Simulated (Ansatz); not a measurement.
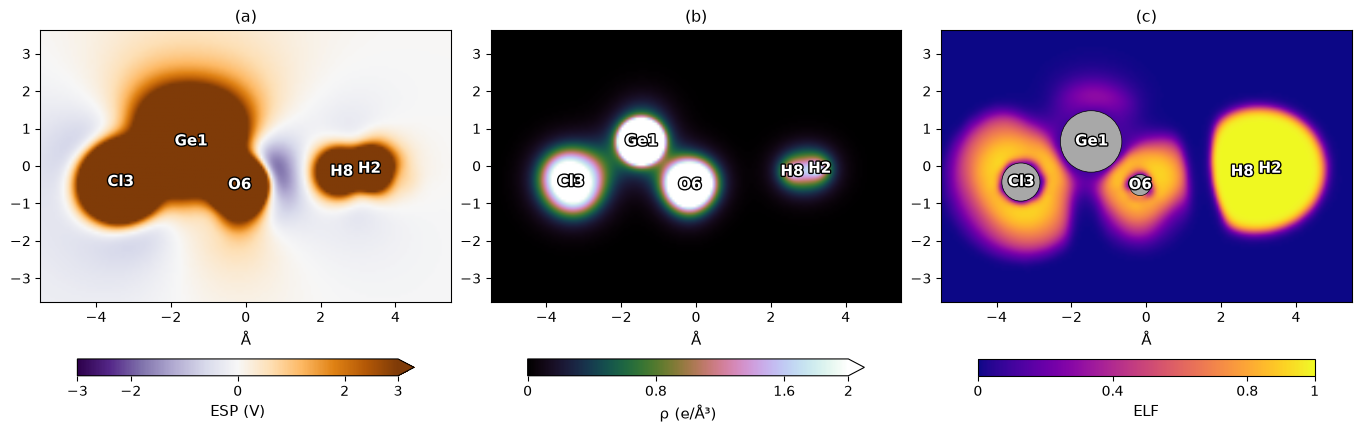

ClGeH3O···H2. (a) molecular electrostatic potential; (b) electron density; (c) electron localisation function on the plane of atoms Cl3, Ge1 and O6. Grey discs cover the atomic cores in the ELF map.

The calculation used RHF/def2-SVP in Ansatz.

```yaml
atoms:
  - { symbol: Ge, position_ang: [0.6507, 0.1269, -0.7817] }
  - { symbol: H, position_ang: [-0.9191, 0.9101, 3.7234] }
  - { symbol: Cl, position_ang: [2.2111, 0.7347, -2.1577] }
  - { symbol: H, position_ang: [-0.6883, 0.6091, -1.3071] }
  - { symbol: H, position_ang: [0.7764, -1.3838, -0.6253] }
  - { symbol: O, position_ang: [0.9148, 0.9441, 0.7445] }
  - { symbol: H, position_ang: [1.7684, 0.8763, 1.1452] }
  - { symbol: H, position_ang: [-0.5833, 0.9714, 3.0576] }
```

> Read the bonding off the picture.

The section cuts through Ge, H, Cl and O sites. O6···H8 (2.76 Å): the density falls to about 0.03 e/Å³ on the way; the ELF dips to about 0 between them (a weak contact between the two molecules). Ge–O (1.75 Å): ρ is about 1 e/Å³ halfway; the ELF peaks at about 0.85 in the valence shell of O, 0.6 Å from its nucleus, and is about 0.35 at the midpoint. Ge–Cl (2.17 Å): the density is about 0.71 e/Å³ at the midpoint, with its minimum of 0.63 e/Å³ about 0.9 Å from Ge; the ELF peaks at about 0.85 in the valence shell of Cl, 0.9 Å from its nucleus, and is about 0.70 at the midpoint. H–H (0.75 Å): ρ is about 1.7 e/Å³ halfway; the ELF is about 1 at the midpoint. The ELF also peaks beside Cl3 and O6, away from the bonds: lone-pair regions. Outside the dense part of the complex the potential is most negative (−1.7 V) near O6.
